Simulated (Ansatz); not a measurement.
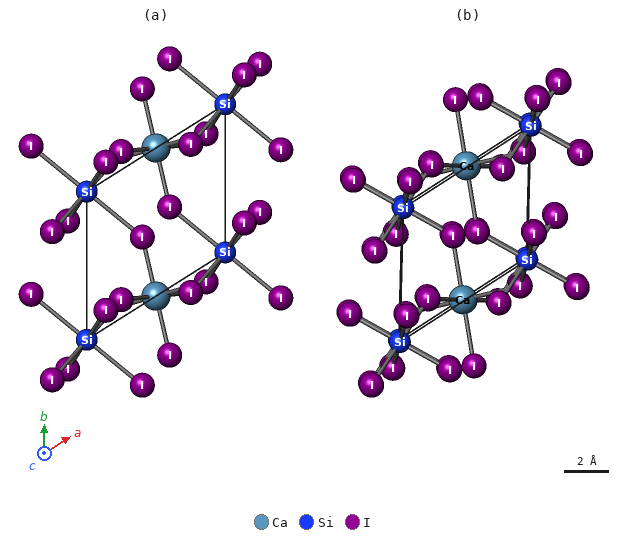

The structure of crystalline CaSiI6 (built on the TiCuF6-2 type type) before (left) and after (right) a relaxation, at one scale.

The picture is a ball-and-stick view of the cell of the calculation, seen along the c axis.

These are results of DFT, PBEsol, plane waves, PAW in Ansatz 0.2.0, not measurements. Set-up: plane-wave cutoff 420 eV; k-point mesh 4 × 4 × 4; occupations fermi dirac; smearing width 0.03 eV; no spin polarisation; cell and atoms relaxed; force threshold 0.01 eV/Å; at most 120 steps.

Q: Describe what moved and what it gained.

A: The energy falls by 317 meV per atom in 7 accepted moves (9 points after the start). Largest force component: 1.3 eV/Å at the start, 0.0084 eV/Å at the end. Pressure: −0.98 GPa at the start and 0.02 GPa at the end. The line search rejected the trial step at point 5 of the run. At 1 point the geometry stayed and the basis and grid were re-selected for the new cell (energy shift of 0.8 meV per atom at most each time). The largest moves relative to the cell, 0.58 Å, are those of I atoms. Ca and Si stay in place. Cell: a 7.611 → 7.053 Å (−7.3 %), b 7.762 → 7.060 Å (−9.1 %), c 8.111 → 7.727 Å (−4.7 %), α 62.5° → 62.7°, β 89.8° → 89.9°, γ 61.6° → 60.1°. Volume −21.2 %. Some distances before and after: I–Si 3.348 → 2.673 Å, Ca–I 2.827 → 3.126 Å, I–Si 2.950 → 2.674 Å, Ca–I 2.909 → 3.128 Å. Among the angles between lasting bonds that change: Ca–I–Si 144.0° → 128.7°, Ca–I–Si 142.7° → 128.6°. The space group stays P-1 (No. 2).
